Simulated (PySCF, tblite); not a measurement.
# C3H10B2NS radical: geometry, infrared bands and EPR parameters

What infrared bands and EPR parameters should C3H10B2NS radical (`CNBC[B]SC`) show?

The runs use tblite 0.8.0 and PySCF 2.14.0, with density-fitted response routines of our own; the level of theory stands in each step. All values are computed, except where a source is named. Atoms count from 0, in the outputs and in this text.

## 1. Starting geometry

17 atoms, charge 0, multiplicity 2; geometry from: force field or distance geometry start.

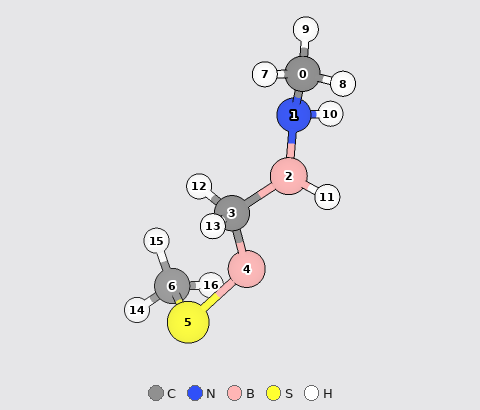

The starting geometry (carbon grey, nitrogen blue, boron pink, sulfur yellow, hydrogen white), atoms numbered.

## 2. Relaxing the molecule with GFN2-xTB

The job: settings as JSON, then the geometry in Å.

```
{"job": {"kind": "relax", "xc": "GFN2-xTB", "basis": "xTB"}, "charge": 0, "multiplicity": 2}
C      3.136300     0.487700     0.736200
N      1.804200     0.884500     0.230000
B      1.180300    -0.291900    -0.508300
C     -0.213300    -0.882000    -0.027300
B     -1.307200    -0.706200    -1.145100
S     -3.076200    -1.311300    -0.879200
C     -3.645500     0.271100    -0.180600
H      3.047000    -0.349500     1.460100
H      3.812000     0.205200    -0.098100
H      3.577000     1.347400     1.281200
H      1.937900     1.651500    -0.453400
H      1.702400    -0.747800    -1.461700
H     -0.549400    -0.362000     0.910400
H     -0.082300    -1.969900     0.200600
H     -4.725600     0.187200     0.078700
H     -3.084100     0.508800     0.760800
H     -3.520400     1.089100    -0.914300
```

The run is started by

```sh
$ OMP_NUM_THREADS=1 python probes_run.py task.json out
```

This one command runs all jobs of the session in turn.

Output:

```text
step      E/eV     max force
  0    -545.06992    1.209
  1    -545.18586    0.714
  2    -545.24531    0.339
  3    -545.25582    0.230
  4    -545.26791    0.239
  5    -545.27345    0.290
  6    -545.28875    0.369
  7    -545.29856    0.308
  8    -545.30961    0.227
  9    -545.32054    0.254
 10    -545.33333    0.336
 11    -545.34914    0.414
 12    -545.37113    0.417
 13    -545.39956    0.453
 14    -545.44127    0.668
 15    -545.50400    1.039
 16    -545.57311    1.243
 17    -545.54273    2.399
 18    -545.73804    1.403
 19    -545.83919    1.074
 20    -545.98982    1.695
 21    -546.06666    0.548
 22    -546.11057    0.483
 23    -546.18242    0.872
 24    -546.20507    0.498
 25    -546.24203    0.520
 26    -546.26980    0.583
 27    -546.30823    0.597
 28    -546.35747    0.675
 29    -546.41061    0.635
 30    -546.45299    0.588
 31    -546.48839    0.471
 32    -546.51669    0.500
 33    -546.54269    0.468
 34    -546.57361    0.435
 35    -546.59581    0.474
 36    -546.61702    0.421
 37    -546.63860    0.386
 38    -546.66048    0.386
 39    -546.68257    0.496
 40    -546.70485    0.657
 41    -546.72408    0.478
 42    -546.74824    0.495
 43    -546.75937    0.412
 44    -546.77875    0.507
 45    -546.79672    0.527
 46    -546.81432    0.350
 47    -546.82440    0.435
 48    -546.83804    0.333
 49    -546.84498    0.217
 50    -546.85346    0.209
 51    -546.85692    0.235
 52    -546.86108    0.224
 53    -546.86597    0.149
 54    -546.87007    0.180
 55    -546.87736    0.203
 56    -546.88388    0.201
 57    -546.89068    0.163
 58    -546.89740    0.171
 59    -546.90305    0.164
 60    -546.90725    0.117
 61    -546.91055    0.115
 62    -546.91348    0.160
 63    -546.91596    0.162
 64    -546.91789    0.128
 65    -546.91934    0.090
 66    -546.92068    0.108
 67    -546.92224    0.145
 68    -546.92460    0.158
 69    -546.92767    0.137
 70    -546.93143    0.148
 71    -546.93558    0.159
 72    -546.94000    0.154
 73    -546.94506    0.171
 74    -546.95125    0.172
 75    -546.95757    0.184
 76    -546.96204    0.183
 77    -546.96322    0.245
 78    -546.96552    0.137
 79    -546.96671    0.140
 80    -546.96818    0.079
 81    -546.97090    0.108
 82    -546.97162    0.099
 83    -546.97318    0.067
 84    -546.97421    0.069
 85    -546.97547    0.077
 86    -546.97647    0.089
 87    -546.97747    0.097
 88    -546.97838    0.069
 89    -546.97932    0.065
 90    -546.97988    0.072
 91    -546.98050    0.086
 92    -546.98113    0.052
 93    -546.98168    0.049
 94    -546.98205    0.056
 95    -546.98247    0.056
 96    -546.98317    0.066
 97    -546.98432    0.075
 98    -546.98582    0.101
 99    -546.98744    0.125
100    -546.98882    0.126
101    -546.99039    0.094
102    -546.99185    0.087
103    -546.99441    0.116
104    -546.99632    0.117
105    -546.99928    0.110
106    -547.00134    0.173
107    -547.00317    0.115
108    -547.00504    0.089
109    -547.00745    0.113
110    -547.01009    0.139
111    -547.01182    0.144
112    -547.01344    0.099
113    -547.01506    0.127
114    -547.01721    0.158
115    -547.02016    0.141
116    -547.02168    0.132
117    -547.02332    0.200
118    -547.02520    0.099
119    -547.02660    0.098
120    -547.02790    0.076
121    -547.02858    0.062
122    -547.02939    0.082
123    -547.03051    0.083
124    -547.03152    0.080
125    -547.03276    0.081
126    -547.03407    0.087
127    -547.03546    0.079
128    -547.03673    0.138
129    -547.03756    0.198
130    -547.03969    0.102
131    -547.04154    0.077
132    -547.04377    0.093
133    -547.04511    0.237
134    -547.04765    0.172
135    -547.05042    0.166
136    -547.05243    0.187
137    -547.05365    0.131
138    -547.05733    0.169
139    -547.06075    0.174
140    -547.06463    0.136
141    -547.06794    0.127
142    -547.04908    0.785
143    -547.07025    0.096
144    -547.07157    0.089
145    -547.07332    0.257
146    -547.07572    0.089
147    -547.07706    0.070
148    -547.07938    0.137
149    -547.08055    0.089
150    -547.08114    0.074
151    -547.08238    0.067
152    -547.08278    0.068
153    -547.08351    0.043
154    -547.08400    0.036
155    -547.08431    0.029
156    -547.08448    0.029
157    -547.08464    0.028
158    -547.08478    0.026
159    -547.08494    0.024
160    -547.08508    0.027
161    -547.08522    0.030
162    -547.08533    0.025
163    -547.08544    0.026
164    -547.08555    0.027
165    -547.08563    0.019
166    -547.08569    0.013
167    -547.08572    0.013
168    -547.08575    0.009
```

Run time: 3.1 s. Hardware: 1 thread of Intel Xeon at 2.50GHz, shared host.

Along the way: (not every step is listed)

```csv
step,energy from step 0 (eV),largest force (eV/Å)
0,0.0000,1.2091
1,-0.1159,0.7137
2,-0.1754,0.3390
3,-0.1859,0.2302
4,-0.1980,0.2394
5,-0.2035,0.2899
6,-0.2188,0.3694
7,-0.2286,0.3080
8,-0.2397,0.2271
23,-1.1125,0.8719
38,-1.5906,0.3859
53,-1.7960,0.1491
68,-1.8547,0.1576
83,-1.9033,0.0668
98,-1.9159,0.1013
113,-1.9451,0.1273
128,-1.9668,0.1379
143,-2.0003,0.0961
158,-2.0149,0.0258
163,-2.0155,0.0262
164,-2.0156,0.0269
165,-2.0157,0.0191
166,-2.0158,0.0131
167,-2.0158,0.0131
168,-2.0158,0.0094
```

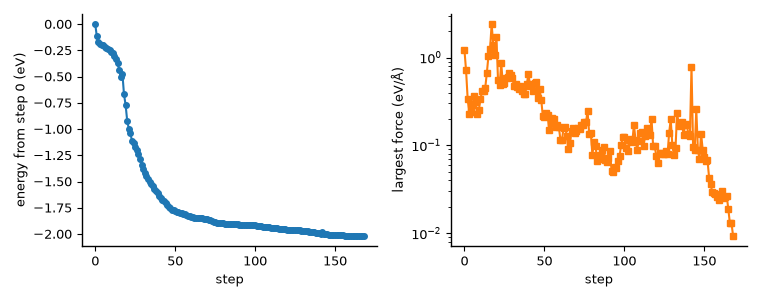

Energy and largest force along the relaxation.

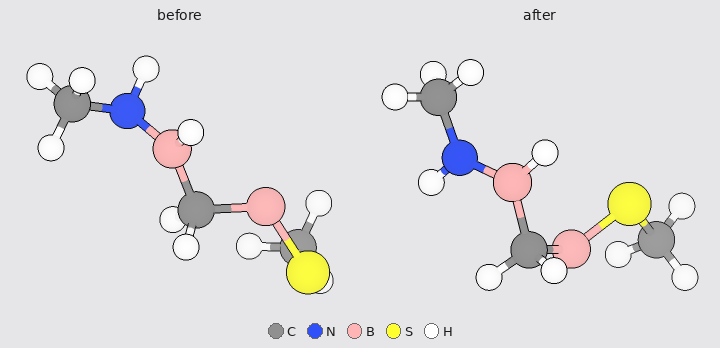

The geometry before (left) and after (right).

Close pairs (by a distance rule), those that changed most:

```csv
bond,before (Å),after (Å),change (Å)
B4–S5,1.888,1.716,-0.172
N1–B2,1.523,1.382,-0.141
S5–C6,1.821,1.874,+0.053
C6–H15,1.122,1.084,-0.037
C0–N1,1.479,1.444,-0.035
C3–H12,1.124,1.093,-0.030
C6–H14,1.114,1.085,-0.029
C3–H13,1.119,1.093,-0.026
```

The next job starts from the end point, and lists it.

## 3. Infrared spectrum with GFN2-xTB

The job: settings as JSON, then the geometry in Å.

```
{"job": {"kind": "ir", "xc": "GFN2-xTB", "basis": "xTB"}, "charge": 0, "multiplicity": 2}
C      3.019656     0.912832     0.270408
N      1.916649     0.040435     0.598930
B      1.156015    -0.718855    -0.269577
C     -0.069312    -1.568094     0.297130
B     -1.373649    -0.737645     0.122820
S     -1.970985     0.297327    -1.109036
C     -3.675011     0.776654    -0.494886
H      3.934733     0.598401     0.781572
H      3.191329     0.883172    -0.803074
H      2.802216     1.945199     0.560815
H      1.717313     0.039659     1.589918
H      1.397839    -0.693174    -1.416137
H      0.101954    -1.888153     1.328540
H     -0.191112    -2.480988    -0.290938
H     -4.364074    -0.030512    -0.719908
H     -3.636442     0.961365     0.572763
H     -3.964116     1.674407    -1.029249
```

Output:

```text
mode    cm-1     km/mol
  1      20.9      1.17
  2      31.2      1.90
  3      43.7      4.04
  4      91.2      0.57
  5     156.1      3.04
  6     159.0      0.30
  7     182.8      2.30
  8     214.7      1.55
  9     247.1      0.55
 10     351.0      3.65
 11     438.3      3.80
 12     592.3     24.27
 13     651.0    123.92
 14     688.2      6.76
 15     729.9     29.66
 16     796.1      2.32
 17     890.4      1.46
 18     902.7     18.69
 19     922.3      3.42
 20     985.0      7.70
 21     989.0     45.78
 22    1089.8     17.77
 23    1111.1      8.73
 24    1123.8    121.39
 25    1138.4    170.85
 26    1155.6     52.35
 27    1288.7      6.23
 28    1300.8     55.97
 29    1413.1     20.64
 30    1447.9      3.51
 31    1457.8      3.84
 32    1459.5     13.11
 33    1469.0    166.83
 34    1482.8      4.64
 35    1504.9     99.33
 36    2618.7    127.19
 37    2931.5     63.65
 38    2932.7     52.34
 39    2955.9     79.82
 40    2958.6     23.72
 41    3036.7      7.63
 42    3040.5     18.63
 43    3049.9     13.60
 44    3064.3      8.24
 45    3419.8      8.72
```

It took 1.6 s on 1 thread of Intel Xeon at 2.50GHz, shared host.

The strongest bands and the atoms that carry them (share of the mass-weighted mode):

```csv
cm⁻¹,km/mol,atoms
651,123.9,"H10 43 %, B2 20 %, N1 14 %"
1124,121.4,"H11 20 %, H8 20 %, B2 12 %"
1138,170.8,"B4 63 %, C3 23 %"
1469,166.8,"N1 25 %, B2 18 %, H7 18 %, H9 16 %"
1505,99.3,"H9 29 %, H7 29 %, N1 18 %"
2619,127.2,H11 92 %
2932,63.6,"H12 81 %, H13 10 %"
2956,79.8,"H9 49 %, H7 47 %"
```

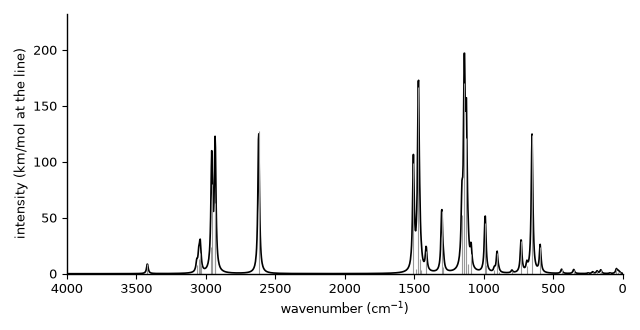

The infrared spectrum from these modes, unscaled. Lines are broadened to a width of 14 cm⁻¹ (Lorentzian).

## 4. EPR parameters: B3LYP/pcH-1

The job, as its differences from that of step 3:

```diff
@@ -1,2 +1,2 @@
-{"job": {"kind": "ir", "xc": "GFN2-xTB", "basis": "xTB"}, "charge": 0, "multiplicity": 2}
+{"job": {"kind": "epr", "basis": "pcH-1"}, "charge": 0, "multiplicity": 2}
 C      3.019656     0.912832     0.270408
```

Level: UKS B3LYP, pcH-1 on B C H N S, non-relativistic, mean-field spin-orbit, GIAO.

Output:

```text
UKS, coarse grid
  cycle   1  E = -622.95415490  |g| = 3.70e-01
  cycle   2  E = -622.93435083  |g| = 4.22e-01
  cycle   3  E = -623.02292801  |g| = 5.93e-02
  cycle   4  E = -623.02413330  |g| = 3.50e-02
  cycle   5  E = -623.02467771  |g| = 7.08e-03
  cycle   6  E = -623.02470729  |g| = 3.53e-03
  cycle   7  E = -623.02471588  |g| = 8.44e-04
UKS, final grid
  cycle   1  E = -623.02470626  |g| = 1.10e-03
  cycle   2  E = -623.02470529  |g| = 1.77e-03
  cycle   3  E = -623.02470701  |g| = 1.33e-04
  cycle   4  E = -623.02470702  |g| = 6.46e-05
  cycle   5  E = -623.02470703  |g| = 3.09e-05
  cycle   6  E = -623.02470703  |g| = 8.80e-06
E = -623.02470703 Eh   <S^2> = 0.7538 (exact 0.7500)
g shifts (ppm)      1          2          3
  rmc          -106       -106       -106
  gc             12         -5         23
  oz_so       -5917      -1651        990
  total       -6009      -1762        908
hyperfine (MHz)  atom isotope    a_iso     a_fc   dipolar eigenvalues
    0   13C       1.04       1.04     -0.25     -0.20      0.45
    1   14N       0.47       0.47     -0.44     -0.20      0.64
    2   11B      26.02      26.02     -2.75     -1.96      4.71
    3   13C       5.15       5.16     -4.79     -3.06      7.85
    4   11B     306.47     306.66    -40.09    -36.72     76.81
    5   33S      -6.32      -6.23     -9.87     -9.00     18.86
    6   13C     104.14     104.18     -6.04     -5.44     11.48
    7    1H       0.06       0.06     -0.48     -0.46      0.94
    8    1H      -0.00      -0.00     -0.59     -0.53      1.12
    9    1H       1.35       1.35     -0.58     -0.48      1.06
   10    1H       0.19       0.19     -1.61     -0.61      2.23
   11    1H      -2.41      -2.41     -2.07     -1.17      3.24
   12    1H      64.00      64.01     -5.38     -4.07      9.45
   13    1H       0.50       0.51     -4.61     -2.39      7.00
   14    1H      -5.31      -5.30     -4.19     -1.95      6.15
   15    1H      -4.85      -4.85     -6.31      0.10      6.21
   16    1H       2.39       2.39     -3.70     -2.07      5.77
```

It took 3.3 min on 1 thread of Intel Xeon at 2.50GHz, shared host; peak memory 0.97 GiB.

Principal g values 1.99631, 2.00056, 2.00323; g(iso) = 2.00003, against 2.00232 for a free electron.

Hyperfine couplings; where a row names several nuclei, a(iso) is their mean (it holds for fast rotation or exchange) and the dipolar term the largest among them:

```csv
nuclei,isotope,a(iso) (MHz),"a(iso) (G, at g = 2.0023)",largest dipolar term (MHz)
B4,11B,306.5,109.4,76.8
C6,13C,104.1,37.2,11.5
"H12, H13",1H,32.3,11.5,9.4
B2,11B,26.0,9.3,4.7
S5,33S,-6.3,-2.3,18.9
C3,13C,5.2,1.8,7.9
"H14, H15, H16",1H,-2.6,-0.9,-6.3
H11,1H,-2.4,-0.9,3.2
C0,13C,1.0,0.4,0.4
N1,14N,0.5,0.2,0.6
"H7, H8, H9",1H,0.5,0.2,1.1
H10,1H,0.2,0.1,2.2
```

Mulliken spin populations:

C0 0.00; N1 0.01; B2 0.03; C3 -0.03; B4 0.91; S5 0.00; C6 0.05; H7 0.00; H8 0.00; H9 0.00; H10 0.00; H11 0.00; H12 0.02; H13 0.01; H14 0.00; H15 0.00; H16 0.01

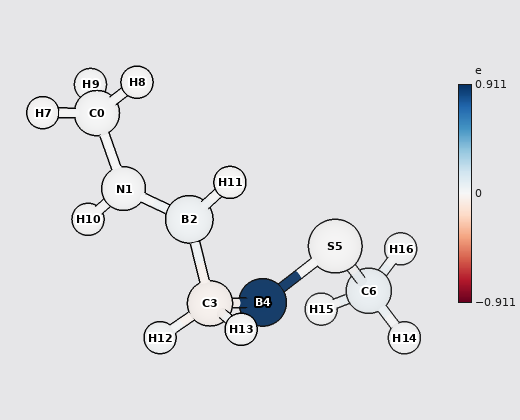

Mulliken spin populations, as colours on the atoms.

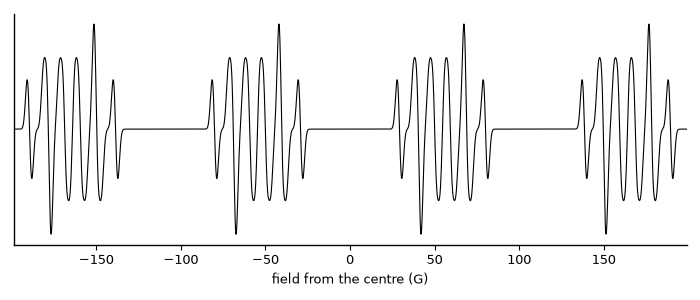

First-order isotropic spectrum (first derivative, main isotopes with spin only, couplings over 0.8 MHz, Gaussian width 1.0 G; couplings of the frozen geometry, rotation of groups not averaged beyond the rows shown).

Orbitals, density, ELF and potential are computed afterwards from the orbital file.

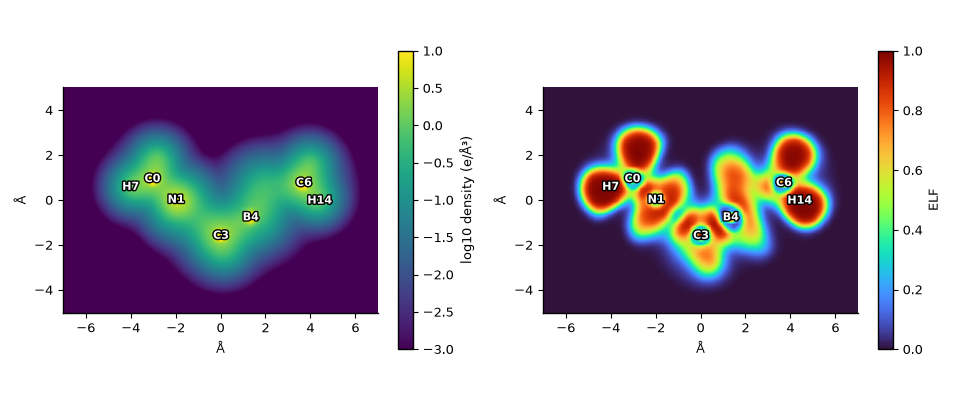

Density (left) and ELF (right) in a plane through or near 7 of the atoms.

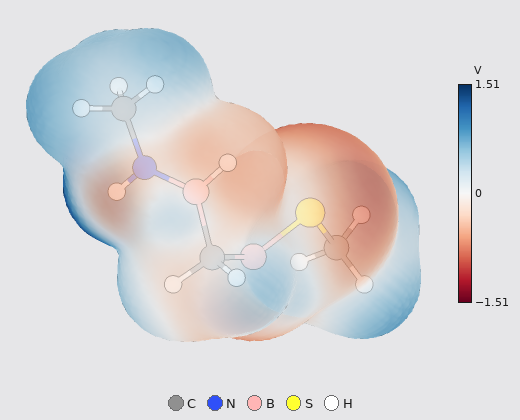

The potential that a unit positive charge feels on the 0.002 e/bohr³ surface, from the 1st to the 99th percentile, from -0.79 V near B4 to 1.51 V near H10.

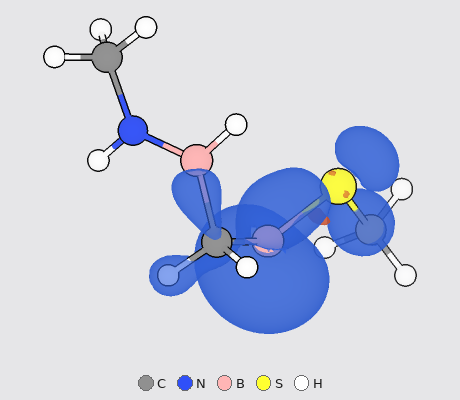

Spin density at ±0.02 e/Å³ (alpha excess blue, beta excess red).

## 5. Summary of results

```
                                 quantity                  value
strongest single infrared mode (GFN2-xTB)  1138 cm⁻¹, 171 km/mol
             zero-point energy (GFN2-xTB)          83.7 kcal/mol
                           g(iso) (B3LYP)                2.00003
                                     ⟨S²⟩     0.754 (exact 0.75)
       largest a(iso) (averaged by class)   11B on B4, 306.5 MHz
    surface potential, 1st and 99th percentile     -0.79 V and 1.51 V
```

The optimisation took 168 steps and gained 2.016 eV; among the close pairs (by a distance rule), B4–S5 changed most, from 1.888 to 1.716 Å. All 45 modes are real, so the xTB geometry is a minimum. The strongest single mode, at 1138 cm⁻¹, moves mainly B4. GFN2-xTB is a fitted tight-binding method: band positions and strengths are rough. Its intensities can rank the bands wrongly. B4 carries the largest spin population, 0.91 e. The isotropic g lies 2.3 ppt below the free-electron value.
